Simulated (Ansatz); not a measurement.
**A computed series for hypothetical zinc blende LuP: response to strain**

Consider LuP in the zinc blende structure (space group F-43m, No. 216; a = 6.1606 Å; a hypothetical phase, not in the database extracts checked).

Strains are applied to the cell and any free atomic positions relax.

Method: Ansatz (a first-principles code) PBE, spin-orbit coupling left out.

Notes on the quantities. energy relative to the base: free energy F.

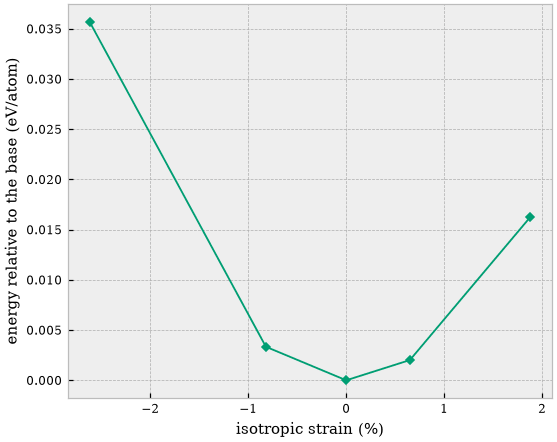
Energy relative to the base against isotropic strain

```tsv
isotropic strain (%)	energy relative to the base
-2.62	+36 meV/atom
-0.82	+3.3 meV/atom
0.65	+2.0 meV/atom
1.88	+16 meV/atom
```

Stability against distortions was not tested.
